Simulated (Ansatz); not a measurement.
# PBE0/cc-pVDZ run of CH5GaO2 (SMILES [CH3][Ga]([OH])[OH])

What is the energy change on altering one bond length of CH5GaO2 at PBE0/cc-pVDZ? 

Program for the calculation: Ansatz 0.2.0.

80 further runs of the same task are left out: 3 that didn't finish, 77 set aside as unsound or not needed. Runs told in other sessions of the task aren't counted.

**1. The system as given**

CH5GaO2: 9 atoms, total charge 0, spin state singlet. As SMILES, `[CH3][Ga]([OH])[OH]`. The coordinates come from a PBE0-D4/def2-TZVP relaxation. This is one conformer, not always the lowest.

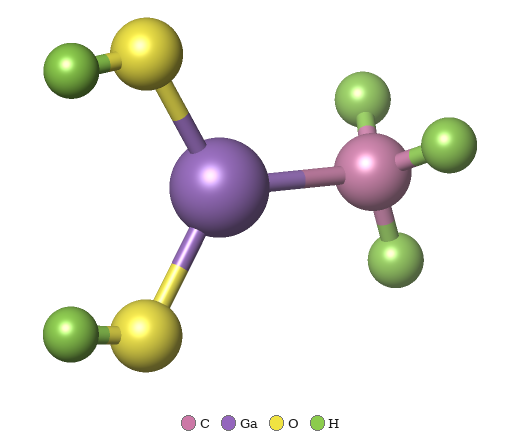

Viewed from a chosen angle; carbon pink, gallium purple, oxygen yellow, hydrogen green.

**2. The energy at PBE0/cc-pVDZ**

input.yaml reads:

```yaml
crystal:
  periodic: [false, false, false]
  atoms:
    - {symbol: C, position_ang: [0.139500, 0.740600, -1.385600]}
    - {symbol: Ga, position_ang: [-0.022300, -0.180400, 0.314900]}
    - {symbol: O, position_ang: [0.237900, -1.947500, 0.443200]}
    - {symbol: O, position_ang: [-0.435700, 0.706800, 1.814800]}
    - {symbol: H, position_ang: [0.259800, 0.024500, -2.197900]}
    - {symbol: H, position_ang: [1.005300, 1.404900, -1.368100]}
    - {symbol: H, position_ang: [-0.746600, 1.349900, -1.568800]}
    - {symbol: H, position_ang: [0.141200, -2.314500, 1.323600]}
    - {symbol: H, position_ang: [-0.490700, 0.169600, 2.607000]}
basis:
  gaussian:
    orbitals: cc-pVDZ
hamiltonian:
  xc: {name: PBE0}
accuracy: high
output: {orbitals: {seedname: orbitals}}
```

On the command line:

```sh
ansatz run input.yaml --threads 1 --pin off --max-ram 3480MiB --events-out events.jsonl --progress --plain --runs-dir runs
```

Log:

```text
Warning: RAYON_NUM_THREADS=1 ignored (pool sized by the plan → 1); use --threads N
Functional definition: PBE0
  name "PBE0"
  parameter a = 0.25
  parameter kappa = 0.804
  parameter beta = 0.06672455060314922
  exchange = (1 - a)*pbe_x(kappa = kappa, mu = beta*pi^2/3) + a*exact_x
  correlation = pbe_c(beta = beta)
2140 factors; integrals over basis functions are off by at most 4.7e-9 eV
mean field evaluation 1: about -57567.0593 eV, gradient 7.9e1 eV
mean field evaluation 2: about -57551.3541 eV, gradient 1.2e2 eV
mean field evaluation 4: about -57578.7966 eV, gradient 4.2e0 eV
mean field evaluation 8: about -57578.9977 eV, gradient 2.0e-1 eV
mean field evaluation 16: about -57578.9978 eV, gradient 1.3e-5 eV
mean field -57578.99776289 eV, -2115.9891393399 hartree, gradient 2.6e-8 eV, S^2 0.000000; 0 other end points of the search recorded, 0 dependent functions left out
reference -57578.99776593 eV, -2115.9891394515 hartree; 29, 29 occupied and 65, 65 virtual orbitals, 2140 factors
Total energy: -57578.99776593 eV, -2115.9891394515 hartree
```

It took 11 s on 1 thread of Arm Neoverse V2, shared host; peak memory 0.35 GiB.

**3. The distorted shape**

job.yaml reads:

```yaml
crystal:
  periodic: [false, false, false]
  atoms:
    - symbol: C
      position_ang: [0.121452, 0.848032, -1.263735]
    - symbol: Ga
      position_ang: [-0.040348, -0.072968, 0.436765]
    - symbol: O
      position_ang: [0.219852, -1.840068, 0.565065]
    - symbol: O
      position_ang: [-0.453748, 0.814232, 1.936665]
    - symbol: H
      position_ang: [0.259800, 0.024500, -2.197900]
    - symbol: H
      position_ang: [0.987252, 1.512332, -1.246235]
    - symbol: H
      position_ang: [-0.764648, 1.457332, -1.446935]
    - symbol: H
      position_ang: [0.123152, -2.207068, 1.445465]
    - symbol: H
      position_ang: [-0.508748, 0.277032, 2.728865]
basis:
  gaussian:
    orbitals: cc-pVDZ
hamiltonian:
  xc: {name: PBE0}
accuracy: high
output: {orbitals: {seedname: orbitals}}
```

On the command line:

```sh
ansatz run job.yaml --threads 1 --pin off --max-ram 3480MiB --events-out events.jsonl --progress --plain --runs-dir runs
```

Log (excerpt; [...] marks lines left out):

```text
Warning: RAYON_NUM_THREADS=1 ignored (pool sized by the plan → 1); use --threads N
[... 7 set-up lines as earlier in the session ...]
2148 factors; integrals over basis functions are off by at most 4.6e-9 eV
mean field evaluation 1: about -57567.0227 eV, gradient 7.8e1 eV
mean field evaluation 2: about -57550.9309 eV, gradient 1.2e2 eV
mean field evaluation 4: about -57578.4839 eV, gradient 4.6e0 eV
mean field evaluation 8: about -57578.6902 eV, gradient 1.9e-1 eV
mean field evaluation 16: about -57578.6903 eV, gradient 2.5e-5 eV
mean field -57578.69026258 eV, -2115.9778389119 hartree, gradient 3.3e-8 eV, S^2 0.000000; 0 other end points of the search recorded, 0 dependent functions left out
reference -57578.69026564 eV, -2115.9778390242 hartree; 29, 29 occupied and 65, 65 virtual orbitals, 2148 factors
Total energy: -57578.69026564 eV, -2115.9778390242 hartree
```

Wall time 11 s (1 thread of Arm Neoverse V2, shared host); peak memory 0.35 GiB.

**4. What came out**

Level: PBE0/cc-pVDZ.

| quantity | value |
| --- | --- |
| first shape: total energy | -2115.98914 Eh |
| first shape: HOMO energy | -8.18 eV |
| first shape: LUMO energy | 0.16 eV |
| first shape: HOMO–LUMO gap | 8.33 eV |
| distorted shape: total energy | -2115.97784 Eh |
| distorted shape: HOMO energy | -8.19 eV |
| distorted shape: LUMO energy | 0.11 eV |
| distorted shape: HOMO–LUMO gap | 8.30 eV |
| energy change with the C1–H5 bond stretched from 1.090 to 1.253 Å | 0.308 eV |

**Reading.** With the C1–H5 bond stretched from 1.090 to 1.253 Å the energy rises by 0.31 eV (7.1 kcal/mol). The first shape isn't relaxed at this level, so the change isn't measured from a minimum.
